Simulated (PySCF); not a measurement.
C2H12N2Si3 (SMILES C[Si]1(C)N[SiH2][SiH2][NH+]1) (charge +1, doublet)

```xyz
19

C     1.2452   -0.0132    2.0304
Si    0.7366    0.0598    0.2108
C     2.1111    0.2772   -1.0696
N    -0.5169    1.2997   -0.0315
Si   -2.1399    1.0827   -0.4764
Si   -1.8888   -1.3973   -0.6780
N    -0.2624   -1.3564   -0.1960
H     0.3895   -0.1281    2.6906
H     1.7705    0.8895    2.3277
H     1.9164   -0.8464    2.2158
H     2.6805    1.1835   -0.8855
H     1.7178    0.3356   -2.0812
H     2.8135   -0.5505   -1.0384
H    -0.1927    2.2421    0.1233
H    -2.5024    1.5309   -1.8148
H    -3.1338    1.2606    0.5753
H    -2.1453   -1.6850   -2.0840
H    -2.8346   -1.9407    0.2883
H     0.2261   -2.2346   -0.1140
```

Geometry: GFN2-xTB.

Computed with UKS B3LYP, pcH-1 on C H N Si, non-relativistic, mean-field spin-orbit, GIAO (PySCF 2.14.0, density-fitted response routines).

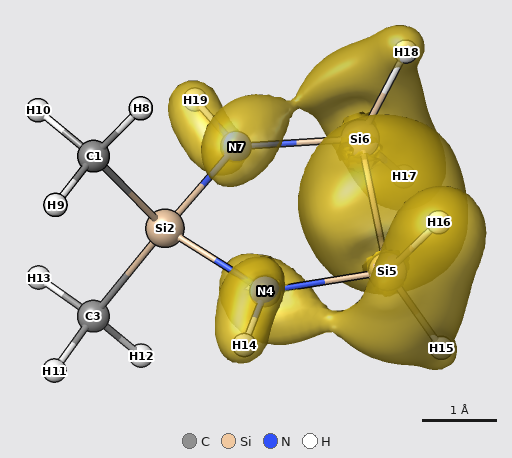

Figure 1. Isosurfaces of the spin density at +0.015 (yellow) and −0.015 e/Å³ (cyan), seen at an oblique angle.

> Which atoms carry the spin?

The unpaired spin (1 electron) lies mostly on Si5 (about 0.3) and Si6 (about 0.3), in electrons by Hirshfeld's partition. Only one sign reaches the isovalue.

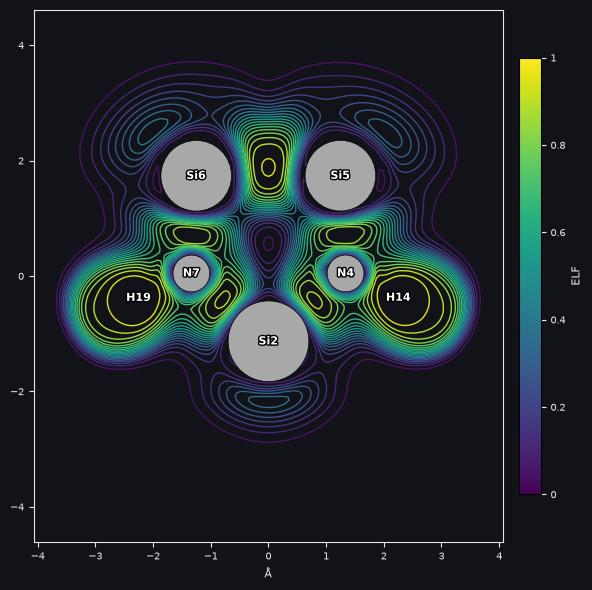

Figure 2. ELF on the plane of atoms Si2, N4 and H14. Grey discs cover the atomic cores.

> Read the bonding off the picture.

Atoms in the plane: Si, N and H. Si–N (1.70 Å): the ELF peaks at about 0.90 between the atoms: a shared but strongly polarised pair. Si–Si (2.50 Å): the ELF peaks at about 0.95 between the atoms: a shared electron pair. N–H (1.01 Å): the ELF climbs to about 1 towards the hydrogen, as it does in any bond to H (an ordinary covalent bond to hydrogen). Si–N (1.78 Å): the ELF peaks at about 0.90 between the atoms; a shared but strongly polarised pair.
